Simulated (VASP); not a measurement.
Band structure of PbSe (rock salt). Computed with LDA (Ceperley-Alder, Perdew-Zunger), VASP's LDA PAW potentials (set 64) (plane waves; VASP).

Unless said otherwise, spin-orbit coupling is left out, though it shifts the bands of the heavy elements here.

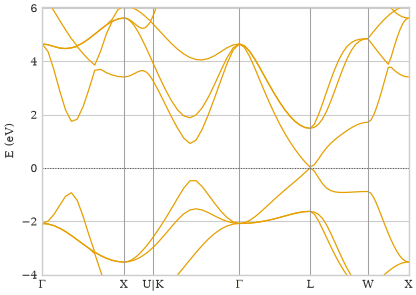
*Bands along high-symmetry lines, zero at the valence-band maximum or, without a gap, the Fermi level*

Problem. Read the plot: is there a gap, and where are the band edges?

Solution. The gap is direct, 0.03 eV, from the valence maximum at L to the conduction minimum at L. (Edges off the drawn lines would not show.)

The compound is PbSe in the rock salt structure. It was relaxed first.
